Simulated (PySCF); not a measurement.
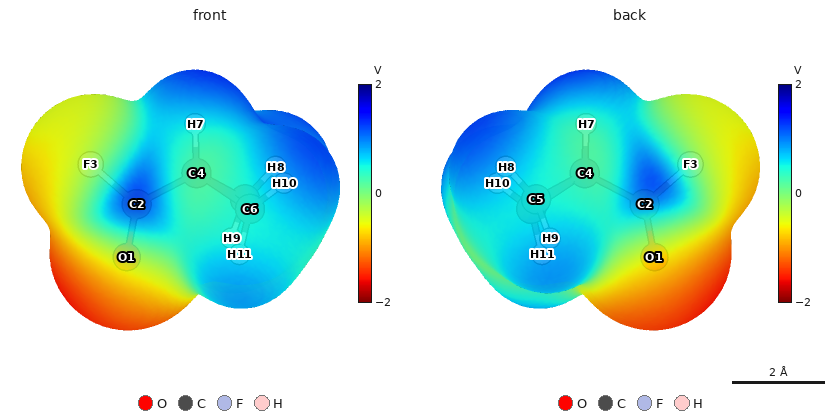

C₄H₅FO (SMILES O=C(F)C1CC1). The molecular electrostatic potential painted on the density surface at 0.002 e/bohr³, seen from the front and from behind; the colour scale runs from red (negative) to blue (positive).

Geometry: PBE0-D3(BJ)/def2-SVP.

The calculation used PBE0/def2-SVPD, SCF density, gas phase in PySCF 2.14.0.

```json
{"atom": "O", "x (Å)": "1.8305", "y (Å)": "0.0788", "z (Å)": "-1.1849"}
{"atom": "C", "x (Å)": "1.3314", "y (Å)": "0.7065", "z (Å)": "-0.3102"}
{"atom": "F", "x (Å)": "1.9494", "y (Å)": "1.7804", "z (Å)": "0.2001"}
{"atom": "C", "x (Å)": "0.0371", "y (Å)": "0.4601", "z (Å)": "0.3513"}
{"atom": "C", "x (Å)": "-0.3749", "y (Å)": "-0.9863", "z (Å)": "0.5214"}
{"atom": "C", "x (Å)": "-1.0552", "y (Å)": "-0.1537", "z (Å)": "-0.4966"}
{"atom": "H", "x (Å)": "-0.2376", "y (Å)": "1.1761", "z (Å)": "1.1275"}
{"atom": "H", "x (Å)": "-0.9040", "y (Å)": "-1.2355", "z (Å)": "1.4440"}
{"atom": "H", "x (Å)": "0.3406", "y (Å)": "-1.7351", "z (Å)": "0.1731"}
{"atom": "H", "x (Å)": "-2.0738", "y (Å)": "0.1932", "z (Å)": "-0.3088"}
{"atom": "H", "x (Å)": "-0.8028", "y (Å)": "-0.3274", "z (Å)": "-1.5456"}
```

Question: Which sites attract a positive test charge, and which a negative one?

Answer: A positive charge is drawn to the negative regions and a negative charge to the positive ones. The most negative region (about −1.5 V, or −35 kcal/mol for a unit charge) lies over O1, the most positive (about +1.3 V, or +30 kcal/mol for a unit charge) over H7, H8 and H10. O1 is the likeliest acceptor of a hydrogen bond.

Question: What dipole moment does the calculation give?

Answer: Its dipole moment is 3.38 D.
